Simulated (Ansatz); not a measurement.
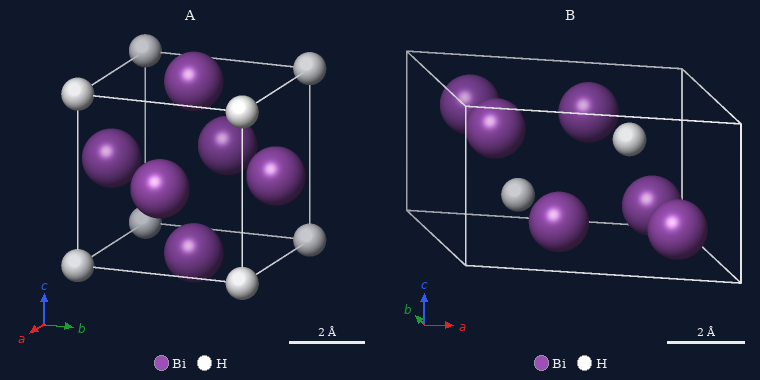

Two structures of Bi$_{3}$H, each relaxed to rest (conventional cells in solid outline, small ones repeated, not to one scale). Method: DFT PBE, scalar-relativistic, plane waves, PAW in Ansatz 0.2.0, without spin polarisation.

State the structure in each panel.

Answer. A: Cu₃Au (L1₂) type, Pm-3m. B: 8 atoms a cell on a primitive hexagonal lattice, P6_3/mmc.

Which of the two does the method prefer?

Answer. B is lower, by 141 meV/atom at this level of theory (energies at zero smearing). Volumes: A 26.7, B 26.7 Å³/atom.

One or both may be structure types tried for this composition rather than known phases.
